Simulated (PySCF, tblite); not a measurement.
**C₄H₁₀BSi radical: geometry, infrared bands and EPR parameters**

Wanted: the infrared bands and EPR parameters of C₄H₁₀BSi radical (`[BH]C[SiH2]CC=C`), by calculation.

Computed with tblite 0.8.0 and PySCF 2.14.0, with density-fitted response routines of our own, on a single molecule in the gas phase. Atoms count from 0, in the outputs and in this text.

### Step 1. The starting structure

16 atoms, charge 0, multiplicity 2; geometry from: force field or distance geometry start.

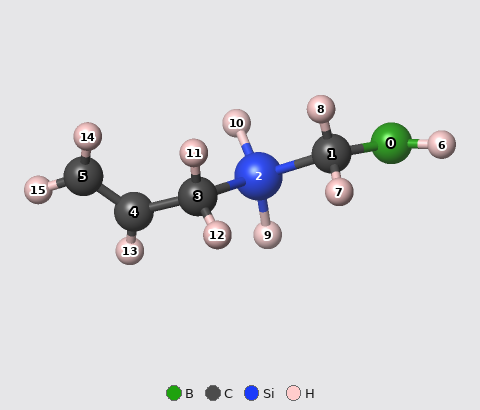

The starting geometry (boron green, carbon dark grey, silicon blue, hydrogen pink), atoms numbered.

### Step 2. Geometry optimisation with GFN2-xTB

The job: settings as JSON, then the geometry in Å.

```
{"job": {"kind": "relax", "xc": "GFN2-xTB", "basis": "xTB"}, "charge": 0, "multiplicity": 2}
B      3.447400    -0.847800     0.008000
C      2.194900     0.121200     0.116800
Si     0.587800    -0.807300     0.300300
C     -0.705300     0.529900     0.639300
C     -2.088800    -0.020500     0.725400
C     -3.024200     0.422700    -0.130200
H      4.499000    -0.363400     0.221700
H      2.258800     0.816900     0.991500
H      2.120000     0.713600    -0.796100
H      0.585800    -1.714400     1.481200
H      0.272800    -1.564200    -0.928000
H     -0.642000     1.225600    -0.224700
H     -0.396600     1.090400     1.545500
H     -2.305500    -0.780000     1.472200
H     -2.800100     1.196400    -0.886800
H     -4.011600    -0.010200    -0.012600
```

Launch:

```sh
$ OMP_NUM_THREADS=1 python probes_run.py task.json out
```

This one command runs all jobs of the session in turn.

Log:

```text
step      E/eV     max force
  0    -447.76036    1.486
  1    -447.86588    0.993
  2    -447.93698    0.753
  3    -447.96414    0.464
  4    -447.98921    0.327
  5    -447.99892    0.343
  6    -448.01882    0.499
  7    -448.02920    0.389
  8    -448.03754    0.177
  9    -448.04303    0.205
 10    -448.04859    0.188
 11    -448.05398    0.211
 12    -448.05795    0.141
 13    -448.06037    0.110
 14    -448.06259    0.117
 15    -448.06512    0.159
 16    -448.06787    0.142
 17    -448.07038    0.114
 18    -448.07249    0.111
 19    -448.07441    0.099
 20    -448.07658    0.127
 21    -448.07908    0.122
 22    -448.08159    0.123
 23    -448.08429    0.152
 24    -448.08767    0.154
 25    -448.09219    0.198
 26    -448.09798    0.196
 27    -448.10346    0.346
 28    -448.10660    0.283
 29    -448.11424    0.222
 30    -448.12185    0.270
 31    -448.13242    0.385
 32    -448.14529    0.248
 33    -448.14746    0.768
 34    -448.16419    0.177
 35    -448.16817    0.157
 36    -448.17310    0.196
 37    -448.17664    0.142
 38    -448.18186    0.134
 39    -448.18358    0.130
 40    -448.18543    0.091
 41    -448.18692    0.072
 42    -448.18802    0.068
 43    -448.18861    0.062
 44    -448.18906    0.061
 45    -448.18956    0.058
 46    -448.19013    0.059
 47    -448.19071    0.041
 48    -448.19099    0.037
 49    -448.19131    0.042
 50    -448.19168    0.040
 51    -448.19203    0.036
 52    -448.19229    0.037
 53    -448.19250    0.045
 54    -448.19278    0.057
 55    -448.19322    0.068
 56    -448.19384    0.069
 57    -448.19448    0.054
 58    -448.19496    0.042
 59    -448.19530    0.043
 60    -448.19562    0.056
 61    -448.19601    0.057
 62    -448.19637    0.038
 63    -448.19660    0.030
 64    -448.19676    0.029
 65    -448.19690    0.029
 66    -448.19707    0.033
 67    -448.19724    0.028
 68    -448.19737    0.023
 69    -448.19745    0.026
 70    -448.19753    0.025
 71    -448.19766    0.034
 72    -448.19784    0.037
 73    -448.19802    0.033
 74    -448.19814    0.020
 75    -448.19822    0.019
 76    -448.19829    0.024
 77    -448.19839    0.026
 78    -448.19849    0.020
 79    -448.19858    0.022
 80    -448.19866    0.025
 81    -448.19875    0.024
 82    -448.19887    0.032
 83    -448.19902    0.038
 84    -448.19916    0.041
 85    -448.19929    0.041
 86    -448.19946    0.040
 87    -448.19967    0.034
 88    -448.19990    0.028
 89    -448.20010    0.029
 90    -448.20029    0.031
 91    -448.20052    0.034
 92    -448.20086    0.040
 93    -448.20122    0.037
 94    -448.20163    0.042
 95    -448.20195    0.044
 96    -448.20237    0.048
 97    -448.20278    0.049
 98    -448.20346    0.057
 99    -448.20407    0.065
100    -448.20441    0.047
101    -448.20461    0.030
102    -448.20476    0.028
103    -448.20491    0.026
104    -448.20505    0.047
105    -448.20517    0.040
106    -448.20528    0.035
107    -448.20537    0.030
108    -448.20546    0.022
109    -448.20556    0.029
110    -448.20562    0.024
111    -448.20570    0.019
112    -448.20576    0.019
113    -448.20580    0.014
114    -448.20583    0.018
115    -448.20586    0.010
```

Run time: 1.1 s. Hardware: 1 thread of Arm Neoverse N1, shared host; peak memory 0.18 GiB.

Along the way: (not every step is listed)

| step | energy from step 0 (eV) | largest force (eV/Å) |
| --- | --- | --- |
| 0 | 0.0000 | 1.4865 |
| 1 | -0.1055 | 0.9932 |
| 2 | -0.1766 | 0.7530 |
| 3 | -0.2038 | 0.4636 |
| 4 | -0.2289 | 0.3273 |
| 5 | -0.2386 | 0.3426 |
| 6 | -0.2585 | 0.4995 |
| 7 | -0.2688 | 0.3887 |
| 8 | -0.2772 | 0.1768 |
| 18 | -0.3121 | 0.1112 |
| 28 | -0.3462 | 0.2832 |
| 38 | -0.4215 | 0.1345 |
| 48 | -0.4306 | 0.0372 |
| 58 | -0.4346 | 0.0422 |
| 68 | -0.4370 | 0.0232 |
| 78 | -0.4381 | 0.0198 |
| 88 | -0.4395 | 0.0277 |
| 98 | -0.4431 | 0.0573 |
| 108 | -0.4451 | 0.0223 |
| 110 | -0.4453 | 0.0235 |
| 111 | -0.4453 | 0.0189 |
| 112 | -0.4454 | 0.0186 |
| 113 | -0.4454 | 0.0140 |
| 114 | -0.4455 | 0.0180 |
| 115 | -0.4455 | 0.0099 |

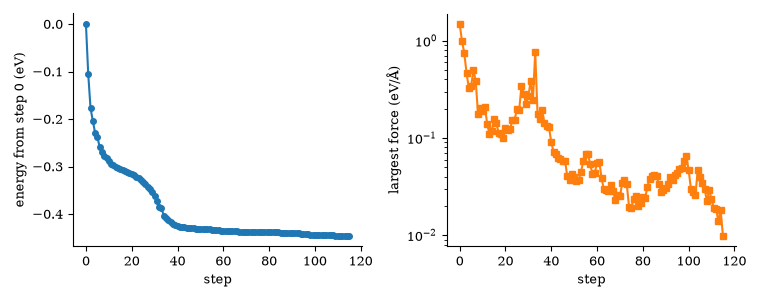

Energy and largest force along the relaxation.

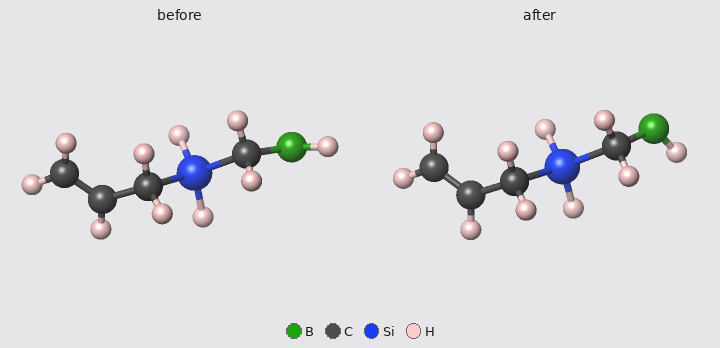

Before and after, at one scale.

Distances of close pairs at the start and the end, largest changes first:

| bond | before (Å) | after (Å) | change (Å) |
| --- | --- | --- | --- |
| B0–C1 | 1.587 | 1.533 | -0.054 |
| C1–Si2 | 1.865 | 1.918 | +0.053 |
| C5–H14 | 1.105 | 1.078 | -0.027 |
| Si2–C3 | 1.891 | 1.915 | +0.024 |
| C1–H7 | 1.119 | 1.096 | -0.024 |
| C4–C5 | 1.343 | 1.321 | -0.022 |
| C3–H11 | 1.111 | 1.091 | -0.020 |
| Si2–H9 | 1.489 | 1.469 | -0.020 |

The next job starts from the end point, and lists it.

### Step 3. Harmonic vibrations with GFN2-xTB

The job: settings as JSON, then the geometry in Å.

```
{"job": {"kind": "ir", "xc": "GFN2-xTB", "basis": "xTB"}, "charge": 0, "multiplicity": 2}
B      3.381333    -0.671223    -0.364804
C      2.305162     0.326801     0.078399
Si     0.634530    -0.588701     0.303706
C     -0.710552     0.724734     0.668131
C     -2.042885     0.077336     0.771489
C     -2.960846     0.092158    -0.178386
H      3.876610    -1.478438     0.316330
H      2.545617     0.766803     1.052506
H      2.122146     1.161033    -0.603738
H      0.707268    -1.544099     1.417339
H      0.271456    -1.310888    -0.923282
H     -0.723497     1.469012    -0.128935
H     -0.480176     1.242056     1.600922
H     -2.225898    -0.461740     1.691879
H     -2.801989     0.615865    -1.106977
H     -3.905878    -0.411766    -0.071024
```

Log:

```text
mode    cm-1     km/mol
  1      44.1      0.14
  2      49.9      1.04
  3      78.0      0.15
  4     119.1      1.33
  5     203.9      3.01
  6     246.1      0.72
  7     282.1      7.51
  8     411.8      7.06
  9     439.3     43.35
 10     568.2      0.99
 11     588.1     13.40
 12     651.6      3.04
 13     684.0     27.67
 14     723.5    318.70
 15     752.0      5.68
 16     783.0    228.75
 17     788.9     27.33
 18     820.2    108.88
 19     878.0     18.43
 20     956.3     31.33
 21     969.0     29.91
 22    1019.7      8.66
 23    1053.3     56.43
 24    1072.8     49.77
 25    1094.6     70.36
 26    1184.4     51.01
 27    1210.4      9.53
 28    1300.4      7.80
 29    1414.1     10.17
 30    1445.9      0.31
 31    1464.2      1.41
 32    1710.4     41.32
 33    2210.9    458.91
 34    2224.7    156.27
 35    2648.4    209.16
 36    2891.0     33.64
 37    2936.4     34.73
 38    2968.0     40.02
 39    2983.5     32.91
 40    3053.2     49.47
 41    3097.8     26.85
 42    3125.2     62.37
```

Run time: 0.76 s. Hardware: 1 thread of Arm Neoverse N1, shared host; peak memory 0.18 GiB.

Which atoms move in the most intense modes:

| cm⁻¹ | km/mol | atoms |
| --- | --- | --- |
| 724 | 318.7 | Si2 29 %, H9 26 %, H10 25 %, C1 10 % |
| 783 | 228.8 | H9 46 %, H10 44 % |
| 820 | 108.9 | H6 28 %, C1 19 %, H8 16 %, H7 16 % |
| 1095 | 70.4 | H8 78 %, C1 13 % |
| 2211 | 458.9 | H10 48 %, H9 48 % |
| 2225 | 156.3 | H9 49 %, H10 49 % |
| 2648 | 209.2 | H6 92 % |
| 3125 | 62.4 | H15 68 %, H14 21 % |

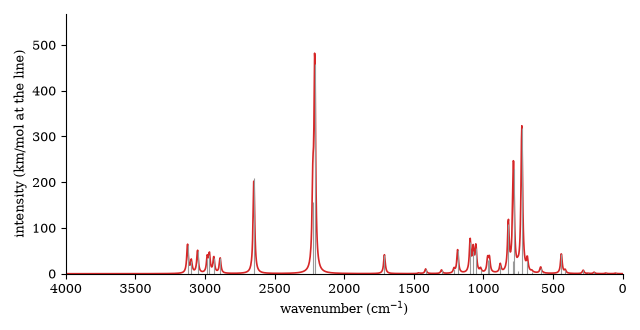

The infrared spectrum from these modes, unscaled. Lines are broadened to a width of 14 cm⁻¹ (Lorentzian).

### Step 4. EPR parameters: B3LYP/pcH-1

Settings changed since step 3:

```diff
@@ -1,2 +1,2 @@
-{"job": {"kind": "ir", "xc": "GFN2-xTB", "basis": "xTB"}, "charge": 0, "multiplicity": 2}
+{"job": {"kind": "epr", "basis": "pcH-1"}, "charge": 0, "multiplicity": 2}
 B      3.381333    -0.671223    -0.364804
```

With the program's defaults for keys left out, this is: UKS B3LYP, pcH-1 on B C H Si, non-relativistic, mean-field spin-orbit, GIAO.

Log:

```text
UKS, coarse grid
  cycle   1  E = -472.64850421  |g| = 3.80e-01
  cycle   2  E = -472.62470323  |g| = 4.31e-01
  cycle   3  E = -472.72034070  |g| = 3.12e-02
  cycle   4  E = -472.72080055  |g| = 1.64e-02
  cycle   5  E = -472.72095047  |g| = 4.27e-03
  cycle   6  E = -472.72096068  |g| = 1.48e-03
  cycle   7  E = -472.72096223  |g| = 8.97e-04
UKS, final grid
  cycle   1  E = -472.72099805  |g| = 1.57e-03
  cycle   2  E = -472.72099475  |g| = 2.99e-03
  cycle   3  E = -472.72099943  |g| = 1.10e-04
  cycle   4  E = -472.72099945  |g| = 5.09e-05
  cycle   5  E = -472.72099946  |g| = 2.61e-05
  cycle   6  E = -472.72099946  |g| = 8.98e-06
E = -472.72099946 Eh   <S^2> = 0.7514 (exact 0.7500)
g shifts (ppm)      1          2          3
  rmc           -91        -91        -91
  gc             12          2        -17
  oz_so        -778         -5        293
  total        -857        -94        186
hyperfine (MHz)  atom isotope    a_iso     a_fc   dipolar eigenvalues
    0   11B     365.83     365.90    -43.00    -42.43     85.43
    1   13C      23.41      23.42     -5.45     -2.69      8.15
    2  29Si      -3.50      -3.51     -1.91      0.71      1.20
    3   13C       0.42       0.42     -0.25     -0.13      0.38
    4   13C       0.44       0.44     -0.12     -0.10      0.22
    5   13C       0.08       0.08     -0.10     -0.02      0.12
    6    1H      68.53      68.54    -19.22     -1.98     21.20
    7    1H      50.18      50.18     -4.61     -1.89      6.50
    8    1H      55.07      55.08     -5.67     -4.66     10.33
    9    1H      -0.71      -0.71     -1.55     -1.31      2.86
   10    1H       0.42       0.42     -2.06     -1.67      3.74
   11    1H       0.10       0.10     -0.72     -0.67      1.39
   12    1H       0.91       0.91     -0.75     -0.61      1.35
   13    1H      -0.00      -0.00     -0.33     -0.32      0.66
   14    1H      -0.01      -0.01     -0.30     -0.27      0.57
   15    1H       0.04       0.04     -0.20     -0.19      0.39
```

It took 97 s on 1 thread of Arm Neoverse N1, shared host; peak memory 0.93 GiB.

Principal g values 2.00146, 2.00223, 2.00250; g(iso) = 2.00206, against 2.00232 for a free electron.

Mean a(iso) over the nuclei that a row names, and the largest dipolar term of the row (other rows stand at the frozen geometry):

| nuclei | isotope | a(iso) (MHz) | a(iso) (G, at g = 2.0023) | largest dipolar term (MHz) |
| --- | --- | --- | --- | --- |
| B0 | 11B | 365.8 | 130.5 | 85.4 |
| H6 | 1H | 68.5 | 24.5 | 21.2 |
| H7, H8 | 1H | 52.6 | 18.8 | 10.3 |
| C1 | 13C | 23.4 | 8.4 | 8.1 |
| Si2 | 29Si | -3.5 | -1.2 | -1.9 |
| H11, H12 | 1H | 0.5 | 0.2 | 1.4 |
| C4 | 13C | 0.4 | 0.2 | 0.2 |
| C3 | 13C | 0.4 | 0.2 | 0.4 |
| H9, H10 | 1H | -0.1 | -0.1 | 3.7 |
| C5 | 13C | 0.1 | 0.0 | 0.1 |
| H15 | 1H | 0.0 | 0.0 | 0.4 |
| H14 | 1H | 0.0 | 0.0 | 0.6 |
| H13 | 1H | 0.0 | 0.0 | 0.7 |

Mulliken spin populations:

B0 0.98; C1 -0.04; Si2 0.01; C3 0.00; C4 0.00; C5 0.00; H6 0.01; H7 0.03; H8 0.01; H9 0.00; H10 0.00; H11 0.00; H12 0.00; H13 0.00; H14 0.00; H15 0.00

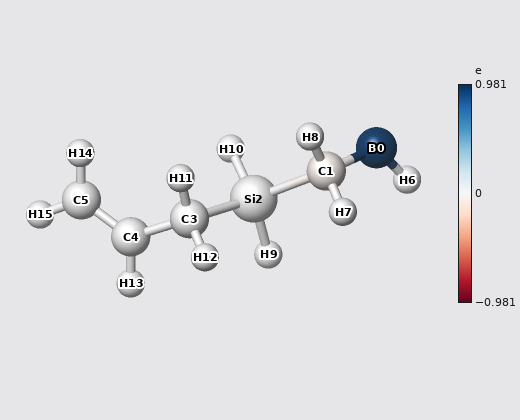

Mulliken spin populations, as colours on the atoms.

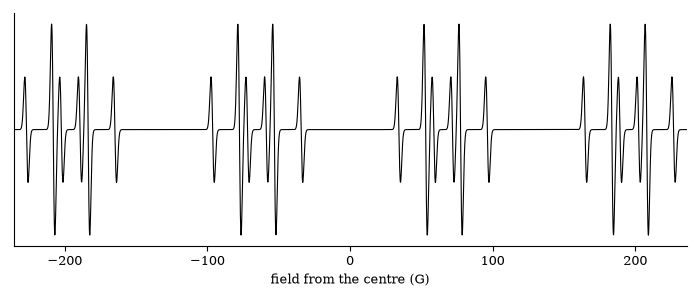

First-order isotropic spectrum (first derivative, main isotopes with spin only, couplings over 0.8 MHz, Gaussian width 1.1 G; couplings of the frozen geometry, rotation of groups not averaged beyond the rows shown).

The fields below are evaluated on a grid from the run's orbitals.

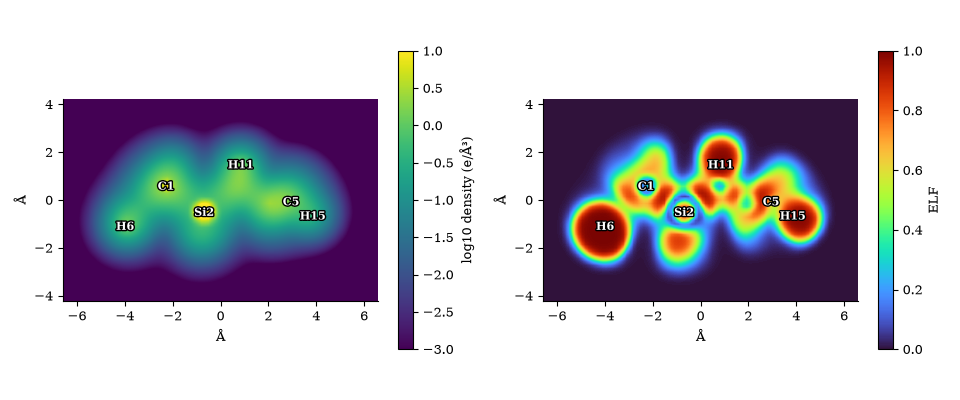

Density (left) and ELF (right) in a plane through or near 6 of the atoms.

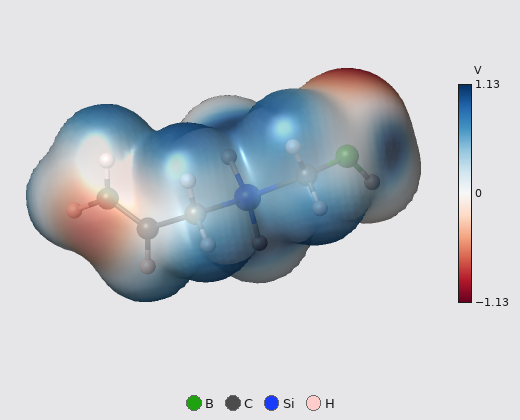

Electrostatic potential on the surface of density 0.002 e/bohr³; red is low, blue high. It runs from -0.83 to 1.13 V.

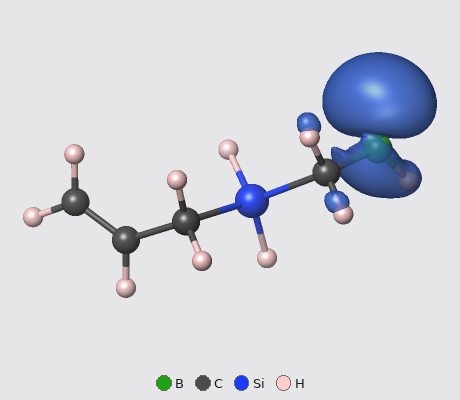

Spin density at ±0.03 e/Å³ (alpha excess blue, beta excess red).

### Step 5. Outcome

```
                                 quantity                  value
strongest single infrared mode (GFN2-xTB)  2211 cm⁻¹, 459 km/mol
             zero-point energy (GFN2-xTB)          76.0 kcal/mol
                           g(iso) (B3LYP)                2.00206
                                     ⟨S²⟩     0.751 (exact 0.75)
       largest a(iso) (averaged by class)   11B on B0, 365.8 MHz
    surface potential, least and greatest     -0.83 V and 1.13 V
```

In words: Relaxing lowered the energy by 0.445 eV in 115 steps; the close pair that moved most is B0–C1, from 1.587 to 1.533 Å. No mode is imaginary among the 42: a minimum at this level. The strongest single mode, at 2211 cm⁻¹, moves mainly H10 and H9. GFN2-xTB is a fitted tight-binding method: band positions and strengths are rough. Its intensities can rank the bands wrongly. Most of the unpaired spin sits on B0 (0.98 e). The isotropic g lies 0.3 ppt below the free-electron value.
